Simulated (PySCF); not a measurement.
C$_{4}$H$_{7}$BOSi (SMILES Bc1coc([SiH3])c1)

```yaml
atoms:
  - { symbol: B, position_ang: [-2.8427, 0.3527, -0.1480] }
  - { symbol: C, position_ang: [-1.3737, 0.0239, 0.1128] }
  - { symbol: C, position_ang: [-0.8590, -0.8253, 1.0713] }
  - { symbol: O, position_ang: [0.4678, -0.8891, 1.0238] }
  - { symbol: C, position_ang: [0.8855, -0.0681, 0.0168] }
  - { symbol: Si, position_ang: [2.7276, 0.0239, -0.3095] }
  - { symbol: C, position_ang: [-0.2079, 0.5054, -0.5631] }
  - { symbol: H, position_ang: [-3.1333, 1.0930, -1.0049] }
  - { symbol: H, position_ang: [-3.6698, -0.1403, 0.5161] }
  - { symbol: H, position_ang: [-1.3536, -1.4160, 1.8193] }
  - { symbol: H, position_ang: [3.0235, 1.3529, -0.8449] }
  - { symbol: H, position_ang: [3.4240, -0.2072, 0.9551] }
  - { symbol: H, position_ang: [3.1054, -1.0028, -1.2855] }
  - { symbol: H, position_ang: [-0.1945, 1.1965, -1.3816] }
```

Geometry: GFN2-xTB.

All numbers below come from B3LYP/def2-SVPD, SCF density, gas phase in PySCF 2.14.0.

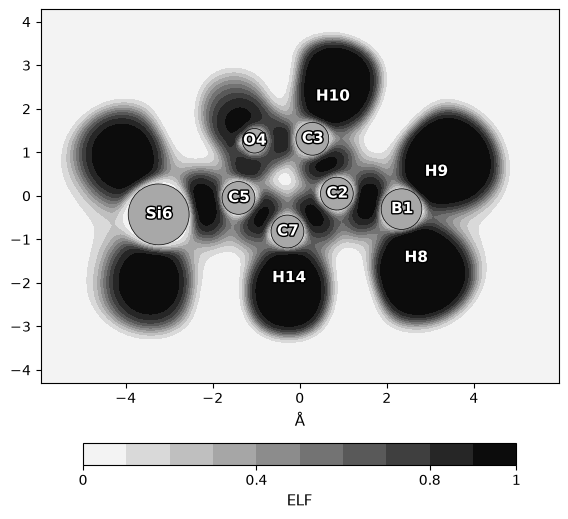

Figure 1. ELF on the plane of atoms C5, C7 and H14. Grey discs cover the atomic cores.

**What do the fields say about this system?**

Atoms in the plane: B, C, O, Si and H.
C–O (1.33 Å): the ELF peaks at about 0.90 between the atoms (a polar covalent bond).
C–C (1.36 Å): the ELF peaks at about 0.95 between the atoms: localised, covalent bonding.
C–B (1.53 Å): the ELF peaks at about 1 between the atoms: a covalent bond.
C–Si (1.87 Å): the ELF peaks at about 1 between the atoms; localised, covalent bonding.
C–H (1.07 Å): the ELF climbs to about 1 towards the hydrogen, as it does in any bond to H: a covalent bond by its length.
The ELF also peaks beside O4, away from the bonds: lone-pair regions.

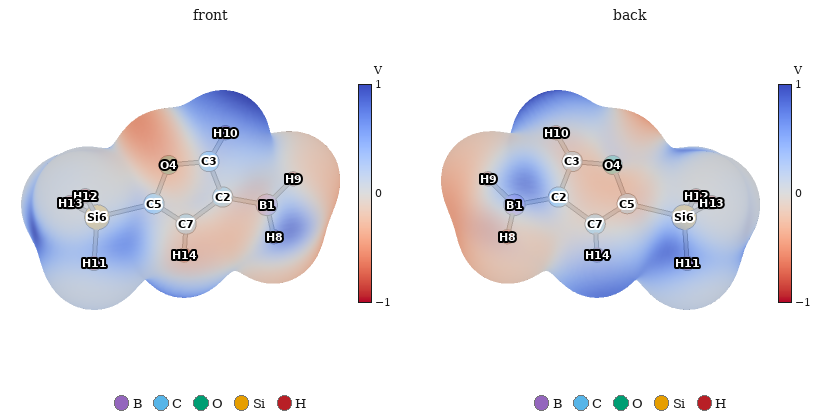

Figure 2. The electrostatic potential painted on the density surface at 0.001 e/bohr³, seen from the front and from behind; the colour scale runs from red (negative) to blue (positive).

**Which sites attract a positive test charge, and which a negative one?**

A positive charge is drawn to the negative regions and a negative charge to the positive ones. The most negative region (about −0.5 V) lies over O4, the most positive (about +1.0 V) over Si6 and H10.

**What dipole moment does the calculation give?**

Its dipole moment is 0.79 D.
